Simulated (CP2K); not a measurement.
# GFN2-xTB run of CH4BrFSi2 (SMILES F[Si]1(Br)C[SiH2]1)

Aim: the energy change on altering one bond length of CH4BrFSi2 at GFN2-xTB, from 2 runs. 

The results are computed with CP2K 2026.2.

2 further runs of the same task are left out: 2 set aside as unsound or not needed.

## Step 1: The system as given

CH4BrFSi2 has 9 atoms, charge 0, and is taken as a singlet. As SMILES, `F[Si]1(Br)C[SiH2]1`. Geometry: a rough force-field guess.

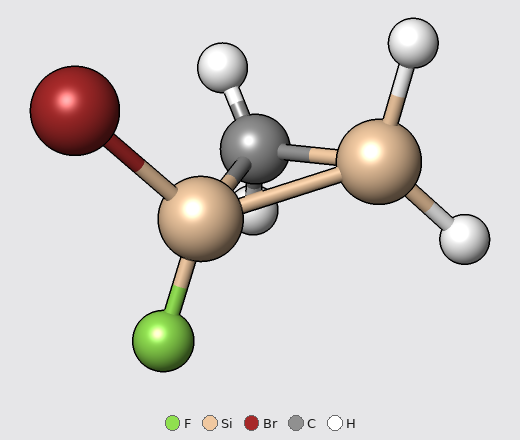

Viewed from a chosen angle; fluorine green, silicon light orange, bromine red, carbon grey, hydrogen white.

## Step 2: Energy and gradient at GFN2-xTB

gas.inp

```
&GLOBAL
   PROJECT gas
   RUN_TYPE ENERGY_FORCE
   PRINT_LEVEL MEDIUM
&END

&FORCE_EVAL
   METHOD QS
   &DFT
      &QS
         METHOD XTB
         EPS_DEFAULT 1.0E-10
         &XTB
            GFN_TYPE TBLITE
            &TBLITE
               METHOD GFN2
            &END
            CHECK_ATOMIC_CHARGES F
         &END
      &END
      &POISSON
         PERIODIC NONE
         POISSON_SOLVER ANALYTIC
      &END
      &SCF
         SCF_GUESS ATOMIC
         EPS_SCF 1.0E-07
         MAX_SCF 150
         ADDED_MOS 8
         &DIAGONALIZATION
            ALGORITHM STANDARD
         &END
         &MIXING
            METHOD DIRECT_P_MIXING
            ALPHA 0.4
         &END
         &SMEAR ON
            METHOD FERMI_DIRAC
            ELECTRONIC_TEMPERATURE [K] 300
         &END
      &END
      &PRINT
         &MOMENTS
            PERIODIC F
            REFERENCE COM
            MAX_MOMENT 1
         &END
         &MO ON
            ENERGIES T
            OCCUPATION_NUMBERS T
            NDIGITS 6
            &EACH
               QS_SCF 0
            &END
            ADD_LAST NUMERIC
         &END
         &HIRSHFELD OFF
         &END
      &END
   &END
   &SUBSYS
      &CELL
         ABC 16.2 14.8 16.7
         PERIODIC NONE
      &END
      &COORD
         F     -2.363200     0.309800    -0.026200
         Si    -1.038200    -0.050800     0.645100
         Br    -0.884500     0.414600     2.748400
         C      0.400800     0.743700    -0.291100
         Si     0.591100    -1.067600    -0.520000
         H      0.026600     1.296100    -1.173300
         H      1.102000     1.259900     0.296100
         H      0.422500    -1.455400    -1.922900
         H      1.831300    -1.496500     0.226800
      &END
      &TOPOLOGY
         &CENTER_COORDINATES
         &END
      &END
   &END
   &PRINT
      &FORCES ON
      &END
   &END
&END
```

The run is started by

```
OMP_NUM_THREADS=1 cp2k.psmp gas.inp > gas.out
```

The program printed:

```text
CP2K| version string:                                       CP2K version 2026.2
[...]
 GLOBAL| Method name                                                        CP2K
[...]
 GLOBAL| Run type                                                   ENERGY_FORCE
[...]
                             - Atoms:                                          9
[...]
                             - Spherical basis functions:                     39
[...]
 Number of electrons:                                                         30
[...]
  *** SCF run converged in    26 steps ***
[...]
  Fermi energy:                                                -0.28930097197111
[...]
 TB_DIPOLE| Moment [Debye]          0.81966573      -2.28391076      -0.90818310
 TB_DIPOLE| Derivative [a.u.]       0.00000000       0.00000000       0.00000000
[...]
 ENERGY| Total FORCE_EVAL ( QS ) energy [hartree]            -16.461561645153150
 FORCES| Atomic forces [hartree/bohr]
 FORCES|   Atom     x               y               z               |f|
 FORCES|      1 -5.92086645E-02  1.55360499E-02 -2.14713564E-02   6.48695148E-02
 FORCES|      2  4.94220895E-02 -2.27447112E-02  1.32770135E-02   5.60012848E-02
 FORCES|      3 -4.96451774E-03  4.05784905E-03  2.01231740E-02   2.11200073E-02
 FORCES|      4 -2.69824472E-02  3.29808512E-02 -1.69115294E-02   4.58452706E-02
 FORCES|      5  2.70798279E-02 -4.13597549E-02 -5.34715067E-03   4.97246260E-02
 FORCES|      6  1.25780858E-02  3.88367918E-04  1.02019151E-02   1.61999427E-02
 FORCES|      7  1.62386343E-02  1.61554249E-02  4.34733066E-03   2.33150226E-02
 FORCES|      8  1.01693022E-04 -3.80443307E-03  4.52342704E-03   5.91146722E-03
 FORCES|      9 -1.42647009E-02 -1.20964377E-03 -8.74282383E-03   1.67744419E-02
 FORCES| Sum    -1.52655666E-16  8.47846099E-17  1.19695920E-16
 FORCES| Total atomic force                                       2.11705682E-16
[...]
```

Run time: 1.4 s. Hardware: 1 thread of Intel Xeon Platinum 8375C at 2.90GHz (Ice Lake), shared host; peak memory 0.18 GiB.

## Step 3: The distorted shape at the same level

qs.inp

```
&GLOBAL
 PROJECT_NAME qs
 RUN_TYPE ENERGY_FORCE
 PRINT_LEVEL MEDIUM
&END GLOBAL

&FORCE_EVAL
 METHOD QS
 &DFT
  ! Quickstep
  &QS
   METHOD XTB
   EPS_DEFAULT 1.0E-10
   &XTB
    GFN_TYPE TBLITE
    &TBLITE
     METHOD GFN2
    &END TBLITE
    CHECK_ATOMIC_CHARGES F
   &END XTB
  &END QS
  &POISSON
   PERIODIC NONE
   POISSON_SOLVER ANALYTIC
  &END POISSON
  &SCF
   SCF_GUESS ATOMIC
   EPS_SCF 1.0E-07
   MAX_SCF 150
   ADDED_MOS 8
   &DIAGONALIZATION
    ALGORITHM STANDARD
   &END DIAGONALIZATION
   &MIXING
    METHOD DIRECT_P_MIXING
    ALPHA 0.4
   &END MIXING
   &SMEAR ON
    METHOD FERMI_DIRAC
    ELECTRONIC_TEMPERATURE [K] 300
   &END SMEAR
  &END SCF
  &PRINT
   &MOMENTS
    PERIODIC F
    REFERENCE COM
    MAX_MOMENT 1
   &END MOMENTS
   &MO ON
    ENERGIES T
    OCCUPATION_NUMBERS T
    NDIGITS 6
    &EACH
     QS_SCF 0
    &END EACH
    ADD_LAST NUMERIC
   &END MO
   &HIRSHFELD OFF
   &END HIRSHFELD
  &END PRINT
 &END DFT
 ! structure
 &SUBSYS
  ! vacuum box
  &CELL
   ABC 16.2 14.8 16.7
   PERIODIC NONE
  &END CELL
  &COORD
   F     -2.433297     0.258197    -0.084901
   Si    -1.108297    -0.102403     0.586399
   Br    -0.954597     0.362997     2.689699
   C      0.330703     0.692097    -0.349801
   Si     0.521003    -1.119203    -0.578701
   H     -0.043497     1.244497    -1.232001
   H      1.102000     1.259900     0.296100
   H      0.352403    -1.507003    -1.981601
   H      1.761203    -1.548103     0.168099
  &END COORD
  &TOPOLOGY
   &CENTER_COORDINATES
   &END CENTER_COORDINATES
  &END TOPOLOGY
 &END SUBSYS
 &PRINT
  &FORCES ON
  &END FORCES
 &END PRINT
&END FORCE_EVAL
```

The run is started by

```
OMP_NUM_THREADS=1 cp2k.psmp -i qs.inp -o qs.out
```

The program printed:

```text
CP2K| version string:                                       CP2K version 2026.2
[...]
 GLOBAL| Method name                                                        CP2K
[...]
 GLOBAL| Run type                                                   ENERGY_FORCE
[...]
                             - Atoms:                                          9
[...]
                             - Spherical basis functions:                     39
[...]
 Number of electrons:                                                         30
[...]
  *** SCF run converged in    25 steps ***
[...]
  Fermi energy:                                                -0.28986932681143
[...]
 TB_DIPOLE| Moment [Debye]          0.76338024      -2.30911572      -0.92843812
 TB_DIPOLE| Derivative [a.u.]       0.00000000       0.00000000       0.00000000
[...]
 ENERGY| Total FORCE_EVAL ( QS ) energy [hartree]            -16.459363116081079
 FORCES| Atomic forces [hartree/bohr]
 FORCES|   Atom     x               y               z               |f|
 FORCES|      1 -5.91558729E-02  1.56682187E-02 -2.14646814E-02   6.48509285E-02
 FORCES|      2  5.03574864E-02 -2.20115446E-02  1.37674825E-02   5.66562275E-02
 FORCES|      3 -5.02917005E-03  3.92854472E-03  1.97165289E-02   2.07235983E-02
 FORCES|      4  8.72810345E-03  5.83582998E-02  1.35062684E-02   6.05333811E-02
 FORCES|      5  2.79922011E-02 -3.98915058E-02 -4.67197284E-03   4.89563366E-02
 FORCES|      6  1.41245647E-02  1.41341406E-03  1.14453320E-02   1.82344918E-02
 FORCES|      7 -2.26713607E-02 -1.22096608E-02 -2.78398783E-02   3.79226217E-02
 FORCES|      8  1.18847869E-04 -3.84821710E-03  4.37291375E-03   5.82625732E-03
 FORCES|      9 -1.44647999E-02 -1.40754892E-03 -8.83199299E-03   1.70063438E-02
 FORCES| Sum     1.49186219E-16  9.80118764E-17  1.05818132E-16
 FORCES| Total atomic force                                       2.07509838E-16
[...]
```

Wall time 1.4 s (1 thread of Intel Xeon Platinum 8375C at 2.90GHz (Ice Lake), shared host); peak memory 0.19 GiB.

## Step 4: Summary of results

Level: GFN2-xTB.

```
                                                         quantity         value
                                        first shape: total energy  -16.46156 Eh
           first shape: dipole moment (from atomic charges alone)        2.59 D
                                         first shape: HOMO energy      -9.59 eV
                                         first shape: LUMO energy      -6.98 eV
                                       first shape: HOMO–LUMO gap       2.61 eV
                            first shape: largest force on an atom    3.336 eV/Å
                                    distorted shape: total energy  -16.45936 Eh
       distorted shape: dipole moment (from atomic charges alone)        2.60 D
                                     distorted shape: HOMO energy      -9.61 eV
                                     distorted shape: LUMO energy      -6.99 eV
                                   distorted shape: HOMO–LUMO gap       2.61 eV
                        distorted shape: largest force on an atom    3.335 eV/Å
energy change with the C4–H7 bond stretched from 1.050 to 1.155 Å      0.060 eV
```

What this shows: With the C4–H7 bond stretched from 1.050 to 1.155 Å the energy rises by 0.06 eV (5.8 kJ/mol). The first shape isn't relaxed at this level, so the change isn't measured from a minimum. The largest force (first shape) is 3.34 eV/Å: the shape isn't a stationary point for this species at this level. The dipole (first shape) comes from point charges on the atoms alone, without atomic dipoles, so it is partial. The dipole (distorted shape) comes from point charges on the atoms alone, without atomic dipoles, so it is partial.
